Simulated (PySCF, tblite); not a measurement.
# C22H12: electronic excitations, NMR shifts

Wanted: electronic excitations, NMR shifts for C22H12 (`C1=c2ccc3cccc4cc5cc6ccccc6c1c5c2c34`).

Computed with tblite 0.8.0 and PySCF 2.14.0 and routines of our own; the level stands in each step. Atoms count from 0.

## (1) The starting structure

34 atoms, charge 0, multiplicity 1; geometry from: force field, distance geometry or constructed start.

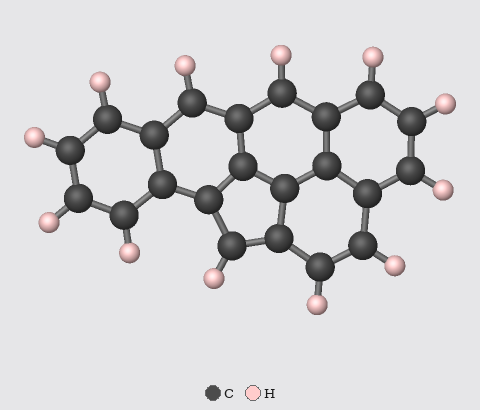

The starting geometry (carbon dark grey, hydrogen pink).

## (2) Relaxing the molecule with GFN2-xTB

What the job is given:

```
{"job": {"kind": "relax", "xc": "GFN2-xTB", "basis": "xTB"}, "charge": 0, "multiplicity": 1}
C      0.535800    -2.196700     0.203900
C     -0.803000    -1.986400     0.198100
C     -1.980100    -2.808300     0.285100
C     -3.198400    -2.193100     0.244000
C     -3.335100    -0.709400     0.136700
C     -4.564600    -0.054000     0.093300
C     -4.604400     1.348800    -0.018400
C     -3.422600     2.115700    -0.088600
C     -2.164500     1.491300    -0.056200
C     -0.905400     2.171400    -0.123400
C      0.329100     1.449400    -0.084300
C      1.663500     1.896800    -0.133900
C      2.749900     0.977400    -0.068500
C      4.080000     1.433700    -0.128400
C      5.148800     0.546900    -0.067400
C      4.918900    -0.826200     0.050500
C      3.615300    -1.312500     0.099500
C      2.518400    -0.437500     0.040600
C      1.198600    -0.872500     0.094900
C      0.216500     0.075600     0.031300
C     -0.972900    -0.555300     0.094800
C     -2.177600     0.088100     0.056000
H      1.053200    -3.131100     0.280700
H     -1.892200    -3.886100     0.367100
H     -4.111200    -2.776200     0.308400
H     -5.496600    -0.614800     0.154100
H     -5.568500     1.852200    -0.044200
H     -3.501500     3.195000    -0.174000
H     -0.879500     3.256400    -0.213500
H      1.863000     2.965500    -0.217700
H      4.292200     2.498700    -0.214000
H      6.168200     0.919500    -0.109400
H      5.758300    -1.516800     0.087200
H      3.460500    -2.387900     0.189400
```

Run with:

```
> OMP_NUM_THREADS=1 python large_run.py task.json out
```

The driver reads the jobs from task.json and runs them one after another.

The program printed:

```text
step      E/eV     max force
  0   -1447.70557    2.699
  1   -1447.96525    1.127
  2   -1448.00523    0.547
  3   -1448.02369    0.285
  4   -1448.03542    0.213
  5   -1448.04209    0.182
  6   -1448.04777    0.162
  7   -1448.05180    0.121
  8   -1448.05466    0.106
  9   -1448.05722    0.101
 10   -1448.06022    0.145
 11   -1448.06308    0.130
 12   -1448.06537    0.091
 13   -1448.06746    0.099
 14   -1448.06999    0.117
 15   -1448.07285    0.130
 16   -1448.07530    0.118
 17   -1448.07695    0.074
 18   -1448.07811    0.070
 19   -1448.07903    0.071
 20   -1448.07968    0.070
 21   -1448.08010    0.064
 22   -1448.08046    0.053
 23   -1448.08080    0.035
 24   -1448.08103    0.024
 25   -1448.08115    0.016
```

Run time: 0.51 s. Hardware: 1 thread of Arm Neoverse V2, shared host; peak memory 0.19 GiB.

Step by step:

| step | energy from step 0 (eV) | largest force (eV/Å) |
| --- | --- | --- |
| 0 | 0.0000 | 2.6996 |
| 1 | -0.2597 | 1.1268 |
| 2 | -0.2997 | 0.5471 |
| 3 | -0.3181 | 0.2848 |
| 4 | -0.3298 | 0.2128 |
| 5 | -0.3365 | 0.1818 |
| 6 | -0.3422 | 0.1615 |
| 7 | -0.3462 | 0.1213 |
| 8 | -0.3491 | 0.1060 |
| 9 | -0.3516 | 0.1016 |
| 10 | -0.3546 | 0.1445 |
| 11 | -0.3575 | 0.1306 |
| 12 | -0.3598 | 0.0906 |
| 13 | -0.3619 | 0.0991 |
| 15 | -0.3673 | 0.1300 |
| 16 | -0.3697 | 0.1184 |
| 17 | -0.3714 | 0.0738 |
| 18 | -0.3725 | 0.0694 |
| 19 | -0.3735 | 0.0713 |
| 21 | -0.3745 | 0.0645 |
| 22 | -0.3749 | 0.0528 |
| 23 | -0.3752 | 0.0350 |
| 24 | -0.3755 | 0.0243 |
| 25 | -0.3756 | 0.0164 |

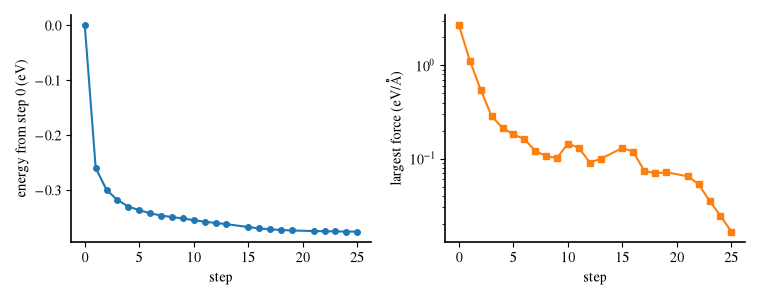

Energy and force, step by step.

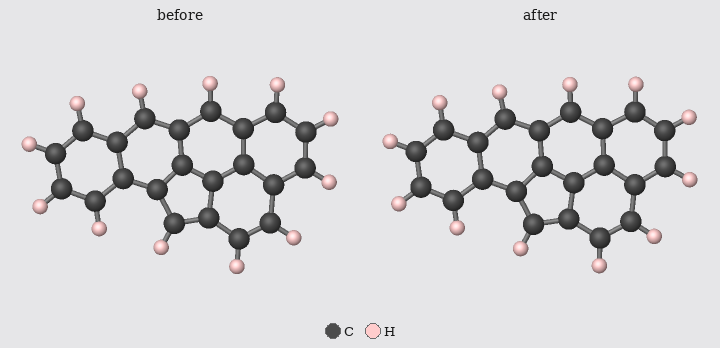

The geometry before (left) and after (right).

Distances of close pairs at the start and the end, largest changes first:

| bond | before (Å) | after (Å) | change (Å) |
| --- | --- | --- | --- |
| C3–C4 | 1.494 | 1.446 | -0.048 |
| C6–C7 | 1.411 | 1.369 | -0.041 |
| C18–C19 | 1.367 | 1.406 | +0.040 |
| C19–C20 | 1.348 | 1.384 | +0.036 |
| C0–C18 | 1.485 | 1.452 | -0.033 |
| C8–C9 | 1.433 | 1.400 | -0.032 |
| C0–C1 | 1.355 | 1.385 | +0.030 |
| C15–C16 | 1.392 | 1.363 | -0.029 |

The final coordinates are the input of the step that follows.

## (3) Harmonic vibrations with GFN2-xTB

What the job is given:

```
{"job": {"kind": "ir", "xc": "GFN2-xTB", "basis": "xTB"}, "charge": 0, "multiplicity": 1}
C      0.564992    -2.246159     0.210110
C     -0.805491    -2.044370     0.210271
C     -2.019350    -2.791502     0.283220
C     -3.222640    -2.150503     0.245971
C     -3.384527    -0.718485     0.133583
C     -4.571539    -0.015540     0.092605
C     -4.555956     1.390561    -0.019150
C     -3.401379     2.123427    -0.091633
C     -2.135601     1.477001    -0.054830
C     -0.896440     2.125504    -0.121189
C      0.324280     1.406175    -0.077893
C      1.651330     1.865911    -0.130203
C      2.717834     0.959642    -0.070871
C      4.051714     1.449974    -0.125936
C      5.125829     0.615881    -0.072540
C      4.940911    -0.776852     0.041354
C      3.684456    -1.302016     0.098417
C      2.541103    -0.474246     0.045899
C      1.227014    -0.958851     0.099730
C      0.214363     0.014730     0.033948
C     -1.009544    -0.628456     0.099188
C     -2.193440     0.051881     0.058872
H      1.072137    -3.191272     0.279332
H     -1.988411    -3.868957     0.368909
H     -4.130824    -2.736059     0.302420
H     -5.521990    -0.527760     0.144484
H     -5.506867     1.905016    -0.048098
H     -3.443408     3.199752    -0.176969
H     -0.875597     3.203655    -0.206836
H      1.867351     2.922270    -0.217649
H      4.198367     2.517436    -0.212688
H      6.130163     1.011445    -0.116731
H      5.805362    -1.423054     0.082774
H      3.537729    -2.368426     0.185899
```

The program printed:

```text
mode    cm-1     km/mol
  1      41.2      0.74
  2      87.8      0.12
  3     127.5      0.16
  4     160.4      0.43
  5     172.1      0.90
  6     181.9      0.53
  7     241.9      0.66
  8     280.7      0.22
  9     304.6      0.13
 10     308.8      0.21
 11     332.0      0.11
 12     352.3      0.80
 13     422.8      2.08
 14     434.7      1.23
 15     451.3      0.57
 16     462.4      1.32
 17     466.2      0.22
 18     490.6      0.62
 19     503.0      0.14
 20     525.7      2.11
 21     540.9      0.79
 22     557.3      0.52
 23     590.9      0.46
 24     591.8      2.57
 25     614.8      3.59
 26     639.7      2.69
 27     654.2      0.65
 28     669.5      1.36
 29     711.1      0.57
 30     719.6      1.24
 31     723.8      0.40
 32     735.9      1.88
 33     754.4     12.07
 34     762.5     13.77
 35     769.2      0.55
 36     776.1      0.87
 37     820.5     20.25
 38     823.2      1.81
 39     846.6      1.50
 40     853.1     24.69
 41     854.8      1.86
 42     873.5      0.20
 43     880.2      0.67
 44     914.4      0.82
 45     917.0      1.10
 46     922.5      2.25
 47     926.2      0.14
 48     987.2      1.08
 49     997.2      0.50
 50    1055.7     10.56
 51    1072.3      1.29
 52    1083.1      4.77
 53    1094.9      1.13
 54    1145.4      3.42
 55    1151.2      2.12
 56    1161.0     10.57
 57    1178.1      1.53
 58    1180.9      9.35
 59    1190.2      0.66
 60    1200.7      1.83
 61    1227.2      1.49
 62    1238.5     12.23
 63    1281.8      0.99
 64    1292.9      2.12
 65    1295.9      2.44
 66    1336.9      3.58
 67    1348.7      8.29
 68    1356.5     25.28
 69    1362.9     11.91
 70    1373.4     26.34
 71    1406.8     28.91
 72    1410.5      9.66
 73    1440.1      0.96
 74    1442.8     39.64
 75    1462.4     21.38
 76    1480.6     36.00
 77    1507.6      6.86
 78    1519.7      2.92
 79    1531.6     63.55
 80    1554.1     43.96
 81    1580.0      5.34
 82    1587.3     14.81
 83    1611.2     15.82
 84    1662.9     20.69
 85    3058.1      8.81
 86    3060.8      4.75
 87    3063.7     21.07
 88    3065.3     17.19
 89    3069.1     37.78
 90    3071.7     63.25
 91    3074.7     92.03
 92    3077.3     14.61
 93    3082.3    127.45
 94    3085.2     81.49
 95    3093.6     68.48
 96    3132.3     30.42
```

It took 3.6 s on 1 thread of Arm Neoverse V2, shared host; peak memory 0.19 GiB.

Which atoms move in the most intense modes:

| cm⁻¹ | km/mol | atoms |
| --- | --- | --- |
| 1443 | 39.6 | C21 15 %, C4 11 % |
| 1532 | 63.5 | C2 20 %, C5 12 %, C3 11 % |
| 1554 | 44.0 | C18 25 %, C17 16 % |
| 3072 | 63.2 | H23 54 %, H24 28 % |
| 3075 | 92.0 | H25 51 %, H27 31 % |
| 3082 | 127.5 | H27 44 %, H26 28 %, H25 18 % |
| 3085 | 81.5 | H31 44 %, H33 33 %, H30 12 % |
| 3094 | 68.5 | H33 42 %, H32 35 %, H31 13 % |

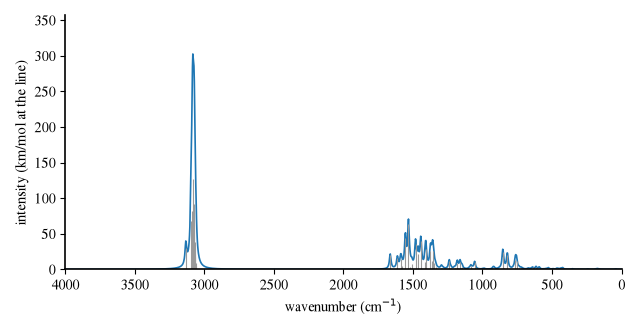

The infrared spectrum from these modes, unscaled. Lines are broadened to a width of 14 cm⁻¹ (Lorentzian).

## (4) Electronic excitations: TDDFT PBE0/def2-SVP

Settings changed since step 3:

```diff
@@ -1,2 +1,2 @@
-{"job": {"kind": "ir", "xc": "GFN2-xTB", "basis": "xTB"}, "charge": 0, "multiplicity": 1}
+{"job": {"kind": "uv", "basis": "def2-SVP", "grid": 1, "kgrid": 0, "vcut": 1.5, "nstates": 8, "ntriplets": 3, "tda": false, "delta": ["ip_vertical", "ea_vertical"], "pop": true, "xc": "PBE0"}, "charge": 0, "multiplicity": 1}
 C      0.564992    -2.246159     0.210110
```

Method: TDDFT PBE0/def2-SVP, vertical, gas phase, core orbitals frozen in the response, virtual orbitals cut by energy.

The program printed:

```text
start: PBE on a coarse grid of 29559 points
cycle   1  E = -843.5762196961  dE =  3.830e+00  |g| = 7.132e-01  |ddm| = 9.269e+00
cycle   2  E = -843.1185762362  dE =  4.576e-01  |g| = 1.347e+00  |ddm| = 3.079e+00
cycle   3  E = -843.4946388427  dE = -3.761e-01  |g| = 8.306e-01  |ddm| = 2.946e+00
cycle   4  E = -843.7326769387  dE = -2.380e-01  |g| = 1.422e-01  |ddm| = 1.270e+00
cycle   5  E = -843.7264456661  dE =  6.231e-03  |g| = 1.863e-01  |ddm| = 5.125e-01
cycle   6  E = -843.7369270089  dE = -1.048e-02  |g| = 7.484e-02  |ddm| = 3.671e-01
cycle   7  E = -843.7388117456  dE = -1.885e-03  |g| = 2.240e-02  |ddm| = 1.445e-01
cycle   8  E = -843.7389510948  dE = -1.393e-04  |g| = 8.859e-03  |ddm| = 4.117e-02
final grid: 130376 points
cycle   9  E = -843.9900217498  dE = -9.756e-03  |g| = 4.843e-02  |ddm| = 1.908e+00
cycle  10  E = -843.9893412878  dE =  6.805e-04  |g| = 6.799e-02  |ddm| = 1.712e-01
cycle  11  E = -843.9905071415  dE = -1.166e-03  |g| = 2.837e-02  |ddm| = 1.251e-01
cycle  12  E = -843.9907581001  dE = -2.510e-04  |g| = 6.273e-03  |ddm| = 4.566e-02
cycle  13  E = -843.9907663968  dE = -8.297e-06  |g| = 2.902e-03  |ddm| = 1.247e-02
cycle  14  E = -843.9907718133  dE = -5.417e-06  |g| = 6.738e-04  |ddm| = 5.319e-03
cycle  15  E = -843.9907715210  dE =  2.922e-07  |g| = 4.113e-04  |ddm| = 1.700e-03
cycle  16  E = -843.9907695076  dE =  2.013e-06  |g| = 1.516e-04  |ddm| = 8.494e-04
cycle  17  E = -843.9907714015  dE = -1.894e-06  |g| = 5.524e-05  |ddm| = 3.770e-04
converged SCF energy = -843.9907714015
Vertical ionisation energy (delta-SCF) = 6.5715 eV   <S^2> = 0.781
Vertical electron affinity (delta-SCF) = 1.8624 eV   <S^2> = 0.786

Static polarisability (au): isotropic 283.875, principal 88.772 267.307 495.547

Singlet excitations
state   eV       nm        f      main configurations
  1   1.4625    847.8   0.03388   H->L 0.96
  2   2.2145    559.9   0.07016   H-1->L 0.96
  3   3.3016    375.5   0.20891   H-2->L 0.78, H->L+1 0.10
  4   3.5469    349.6   0.00008   H-3->L 0.94
  5   3.7358    331.9   0.12070   H->L+1 0.72, H->L+2 0.09
  6   3.8647    320.8   0.00685   H-4->L 0.94
  7   3.9975    310.2   0.03267   H->L+2 0.82
  8   4.1749    297.0   0.00795   H-1->L+1 0.91

Triplet excitations (Tamm-Dancoff, eV): 0.8221 1.2869 2.6784
```

Wall time 2.5 min (1 thread of Arm Neoverse V2, shared host); peak memory 0.67 GiB.

The orbitals next to the gap, with their largest atomic shares:

| orbital | eV | atoms |
| --- | --- | --- |
| HOMO−4 | -7.76 | C7 13 %, C1 12 %, C4 10 % |
| HOMO−3 | -7.48 | C2 19 %, C3 12 %, C20 11 % |
| HOMO−2 | -7.09 | C10 13 %, C12 12 %, C8 11 % |
| HOMO−1 | -5.82 | C18 15 %, C20 11 %, C11 10 % |
| HOMO | -5.32 | C0 22 %, C19 16 %, C3 10 % |
| LUMO | -3.10 | C11 15 %, C9 14 %, C5 9 % |
| LUMO+1 | -0.89 | C16 13 %, C13 12 %, C2 12 % |
| LUMO+2 | -0.50 | C12 12 %, C10 12 %, C15 11 % |
| LUMO+3 | 0.09 | C9 14 %, C3 9 %, C2 9 % |

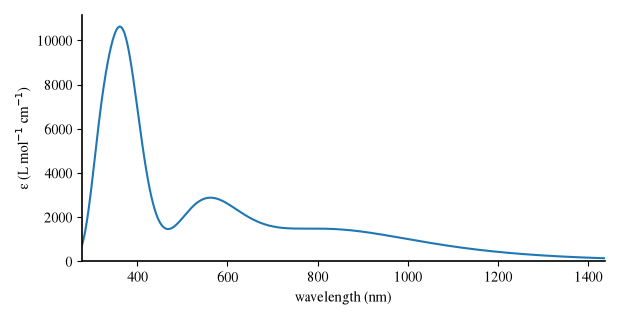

Absorption spectrum: each of the 8 states is a Gaussian band of 0.4 eV half-width at 1/e. Beyond the last state computed it falls off for lack of states.

Ground-state properties from the same run:

| property | computed |
| --- | --- |
| dipole moment (D) | 1.26 |
| polarisability (Å³) | 42.07 |
| HOMO–LUMO gap (eV) | 2.22 |
| −ε(HOMO) (eV) | 5.32 |

## (5) NMR shifts: GIAO KT3/pcSseg-1

Settings changed since step 4:

```diff
@@ -1,2 +1,2 @@
-{"job": {"kind": "uv", "basis": "def2-SVP", "grid": 1, "kgrid": 0, "vcut": 1.5, "nstates": 8, "ntriplets": 3, "tda": false, "delta": ["ip_vertical", "ea_vertical"], "pop": true, "xc": "PBE0"}, "charge": 0, "multiplicity": 1}
+{"job": {"kind": "nmr", "basis": "pcSseg-1", "pop": false, "xc": "KT3"}, "charge": 0, "multiplicity": 1}
 C      0.564992    -2.246159     0.210110
```

With the program's defaults for keys left out, this is: GIAO KT3/pcSseg-1 NMR shielding, non-relativistic, gas phase.

The program printed:

```text
start: PBE on a coarse grid of 29559 points
cycle   1  E = -844.0589801345  dE =  4.032e+00  |g| = 7.644e-01  |ddm| = 7.608e+00
cycle   2  E = -843.5880243735  dE =  4.710e-01  |g| = 1.398e+00  |ddm| = 3.244e+00
cycle   3  E = -843.9734062762  dE = -3.854e-01  |g| = 8.699e-01  |ddm| = 2.857e+00
cycle   4  E = -844.2286568631  dE = -2.553e-01  |g| = 1.423e-01  |ddm| = 1.169e+00
cycle   5  E = -844.2226051033  dE =  6.052e-03  |g| = 1.856e-01  |ddm| = 4.404e-01
cycle   6  E = -844.2327727553  dE = -1.017e-02  |g| = 7.325e-02  |ddm| = 3.161e-01
cycle   7  E = -844.2345140894  dE = -1.741e-03  |g| = 2.370e-02  |ddm| = 1.258e-01
cycle   8  E = -844.2346689741  dE = -1.549e-04  |g| = 9.330e-03  |ddm| = 3.803e-02
final grid: 276829 points
cycle   9  E = -859.5996719418  dE = -5.036e-02  |g| = 3.605e-02  |ddm| = 1.984e+00
cycle  10  E = -859.5964485201  dE =  3.223e-03  |g| = 1.025e-01  |ddm| = 1.990e-01
cycle  11  E = -859.5997189957  dE = -3.270e-03  |g| = 3.088e-02  |ddm| = 1.674e-01
cycle  12  E = -859.5999275856  dE = -2.086e-04  |g| = 2.070e-02  |ddm| = 6.734e-02
cycle  13  E = -859.6000744223  dE = -1.468e-04  |g| = 4.357e-03  |ddm| = 3.001e-02
cycle  14  E = -859.6000786381  dE = -4.216e-06  |g| = 2.227e-03  |ddm| = 8.703e-03
cycle  15  E = -859.6000811745  dE = -2.536e-06  |g| = 6.050e-04  |ddm| = 3.692e-03
cycle  16  E = -859.6000817895  dE = -6.150e-07  |g| = 1.463e-04  |ddm| = 8.898e-04
cycle  17  E = -859.6000809444  dE =  8.451e-07  |g| = 7.206e-05  |ddm| = 4.519e-04
converged SCF energy = -859.6000809444

GIAO shielding tensors (ppm)
atom      isotropic    diamagn.    paramagn.     s11        s22        s33       span
  0 C       76.321     251.144    -174.822     25.369     68.107    135.489    110.120
  1 C       53.626     254.190    -200.563    -14.553     35.524    139.909    154.462
  2 C       63.867     248.668    -184.801    -19.143     54.235    156.510    175.653
  3 C       65.248     247.207    -181.960    -16.171     66.503    145.411    161.582
  4 C       59.004     252.313    -193.309    -19.522     20.963    175.570    195.092
  5 C       61.056     244.875    -183.819    -20.978     45.813    158.335    179.313
  6 C       62.558     253.067    -190.509    -31.481     57.045    162.110    193.591
  7 C       59.876     242.713    -182.837    -26.208     51.814    154.022    180.229
  8 C       59.614     254.286    -194.672     -9.804      8.357    180.289    190.093
  9 C       63.323     250.984    -187.661     -9.370     46.757    152.583    161.954
 10 C       69.725     250.820    -181.095     -0.920      8.441    201.653    202.573
 11 C       56.818     250.819    -194.001    -18.066     42.222    146.298    164.365
 12 C       55.986     253.603    -197.618    -12.484      5.145    175.297    187.780
 13 C       57.181     240.080    -182.900    -34.702     54.331    151.913    186.615
 14 C       65.731     251.051    -185.320    -30.235     59.078    168.351    198.586
 15 C       60.402     251.417    -191.015    -37.841     50.976    168.069    205.910
 16 C       65.386     241.152    -175.765    -27.304     59.106    164.356    191.660
 17 C       58.649     248.145    -189.496    -15.400     14.171    177.176    192.576
 18 C       53.200     247.637    -194.436     -2.614     17.776    144.439    147.053
 19 C       69.449     247.593    -178.144     20.257     20.466    167.624    147.367
 20 C       51.179     246.663    -195.484     -9.859     19.830    143.565    153.425
 21 C       65.992     243.812    -177.820     -1.887     20.227    179.636    181.523
 22 H       25.328      36.830     -11.502     21.486     26.489     28.010      6.524
 23 H       24.987      31.035      -6.048     21.920     25.659     27.383      5.464
 24 H       25.453      30.378      -4.925     22.352     25.987     28.020      5.669
 25 H       24.867      31.246      -6.379     21.857     24.907     27.837      5.980
 26 H       24.819      26.498      -1.679     21.468     25.819     27.171      5.703
 27 H       24.405      31.878      -7.473     20.426     24.804     27.986      7.560
 28 H       23.834      36.218     -12.384     18.298     24.739     28.465     10.167
 29 H       23.597      36.865     -13.268     18.057     24.066     28.669     10.612
 30 H       23.960      31.131      -7.171     19.174     24.241     28.466      9.292
 31 H       24.484      26.574      -2.090     20.650     25.616     27.186      6.536
 32 H       24.335      27.705      -3.370     20.688     25.062     27.254      6.566
 33 H       23.812      34.768     -10.956     18.364     24.021     29.052     10.688
```

It took 46 s on 1 thread of Arm Neoverse V2, shared host; peak memory 0.67 GiB.

The references, computed at this level on geometries of the same kind, shield at (ppm): ¹H TMS 31.76, ¹³C TMS 184.7. Their shielding less the atom's gives the shift. The references are single molecules in the gas phase.

| atoms | environment | σ (ppm) | δ (ppm) |
| --- | --- | --- | --- |
| C20 | ring-fusion aromatic carbon | 51.2 | 133.5 |
| C18 | substituted aromatic carbon | 53.2 | 131.5 |
| C1 | substituted aromatic carbon | 53.6 | 131.1 |
| C12 | ring-fusion aromatic carbon | 56.0 | 128.7 |
| C11 | aromatic CH | 56.8 | 127.9 |
| C13 | aromatic CH | 57.2 | 127.5 |
| C17 | ring-fusion aromatic carbon | 58.6 | 126.1 |
| C4 | ring-fusion aromatic carbon | 59.0 | 125.7 |
| C8 | ring-fusion aromatic carbon | 59.6 | 125.1 |
| C7 | aromatic CH | 59.9 | 124.8 |
| C15 | aromatic CH | 60.4 | 124.3 |
| C5 | aromatic CH | 61.1 | 123.7 |
| C6 | aromatic CH | 62.6 | 122.2 |
| C9 | aromatic CH | 63.3 | 121.4 |
| C2 | aromatic CH | 63.9 | 120.9 |
| C3 | aromatic CH | 65.2 | 119.5 |
| C16 | aromatic CH | 65.4 | 119.3 |
| C14 | aromatic CH | 65.7 | 119.0 |
| C21 | ring-fusion aromatic carbon | 66.0 | 118.7 |
| C19 | ring-fusion aromatic carbon | 69.4 | 115.3 |
| C10 | ring-fusion aromatic carbon | 69.7 | 115.0 |
| C0 | carbon bonded to 2 C, H, in a 5-membered ring | 76.3 | 108.4 |
| H29 | hydrogen on an aromatic CH | 23.60 | 8.16 |
| H33 | hydrogen on an aromatic CH | 23.81 | 7.95 |
| H28 | hydrogen on an aromatic CH | 23.83 | 7.93 |
| H30 | hydrogen on an aromatic CH | 23.96 | 7.80 |
| H32 | hydrogen on an aromatic CH | 24.33 | 7.43 |
| H27 | hydrogen on an aromatic CH | 24.41 | 7.36 |
| H31 | hydrogen on an aromatic CH | 24.48 | 7.28 |
| H26 | hydrogen on an aromatic CH | 24.82 | 6.94 |
| H25 | hydrogen on an aromatic CH | 24.87 | 6.89 |
| H23 | hydrogen on an aromatic CH | 24.99 | 6.77 |
| H22 | hydrogen on a carbon bonded to 2 C, in a 5-membered ring | 25.33 | 6.43 |
| H24 | hydrogen on an aromatic CH | 25.45 | 6.31 |

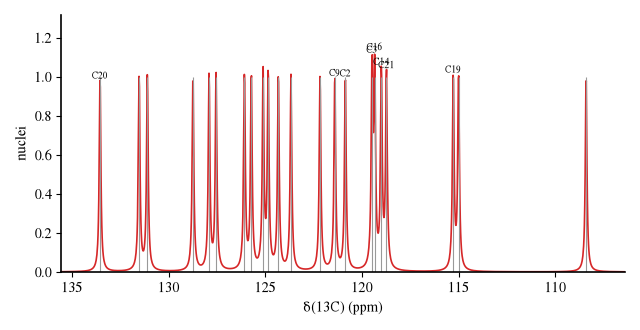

¹³C lines at the computed shifts, without couplings. Lines are broadened to a width of 0.10 ppm (Lorentzian).

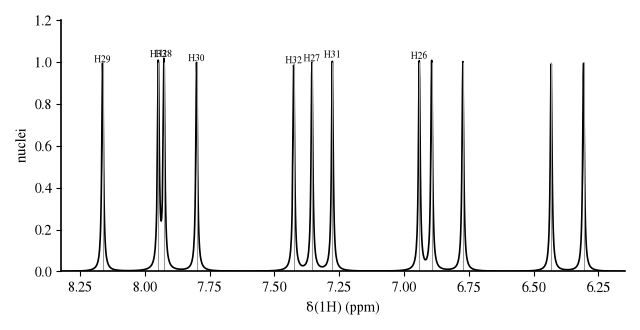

¹H lines at the computed shifts, without couplings. Lines are broadened to a width of 0.01 ppm (Lorentzian).

Ring of atoms C0, C1, C18, C19, C20: NICS(0) 11.9, NICS(1) 6.3, NICS(1)zz 27.4 ppm (means of both faces).

Ring of atoms C1, C2, C3, C4, C20, C21: NICS(0) 6.5, NICS(1) 1.5, NICS(1)zz 11.9 ppm (means of both faces).

Ring of atoms C4, C5, C6, C7, C8, C21: NICS(0) 0.1, NICS(1) -3.9, NICS(1)zz -5.1 ppm (means of both faces).

## (6) What came out

| quantity | value |
| --- | --- |
| strongest single infrared mode (GFN2-xTB) | 3082 cm⁻¹, 127 km/mol |
| zero-point energy (GFN2-xTB) | 160.9 kcal/mol |
| lowest singlet (PBE0/def2-SVP) | 1.46 eV (848 nm), f = 0.034 |
| brightest single state of those computed | state 3, 3.30 eV, f = 0.209 |
| lowest triplet | 0.82 eV |
| vertical electron affinity (ΔSCF) | 1.86 eV |
| ¹³C shifts against TMS (KT3/pcSseg-1) | 133.5, 131.5, 131.1, 128.7, 127.9, 127.5, 126.1, 125.7, 125.1, 124.8, 124.3, 123.7, 122.2, 121.4 ppm and more |
| ¹H shifts against TMS (KT3/pcSseg-1) | 8.16, 7.95, 7.93, 7.80, 7.43, 7.36, 7.28, 6.94, 6.89, 6.77, 6.43, 6.31 ppm |

What this shows: No mode is imaginary among the 96: a minimum at this level. Unscaled tight-binding wavenumbers are off by several per cent, some by more. Its intensities can rank the bands wrongly. The first singlet state (HOMO→LUMO 0.96) lies at 1.46 eV and is weak; of the 8 states computed, the strongest absorption comes from state 3 at 3.30 eV. State 2 absorbs in the visible (560 nm). The lowest triplet lies 0.64 eV below the lowest singlet (triplets in Tamm-Dancoff, singlets in full TDDFT). NICS(1)zz of 27 ppm above the planar ring from C0 marks a paratropic (antiaromatic) ring current.
